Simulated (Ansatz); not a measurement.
# A computed series for NbN: pressure series

The parent structure is NbN in the rock salt structure (space group Fm-3m, No. 225; a = 4.421 Å).

Cell and atoms are relaxed at each pressure.

The values are results of plane-wave PAW DFT at the PBE level (Ansatz, a quantum-chemistry and plane-wave program, 420 eV), spin-orbit coupling left out, earlier PAW set, not measurements.

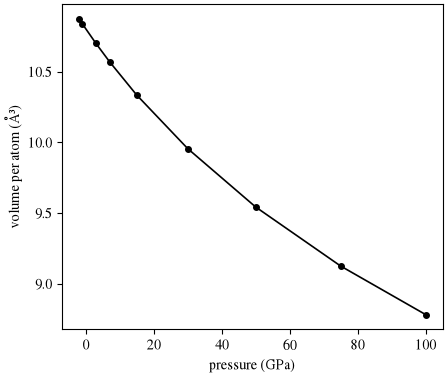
*Volume against pressure*

Estimate the zero-pressure bulk modulus from the plot.

About 310 GPa; a third-order Birch–Murnaghan fit to the points gives V₀ = 10.80 Å³/atom, B₀ = 308 GPa and B₀′ = 4.3.

Measured bulk modulus of NbN: 292 GPa (temperature not stated; as listed in arXiv:1102.4063); the computed value is for a static lattice, so the two differ by thermal effects too.

Load acts through the strain it causes; cell and atoms are relaxed under it. Stability against distortions was not tested. No other phases were tried under pressure. The final runs are not spin-polarised.
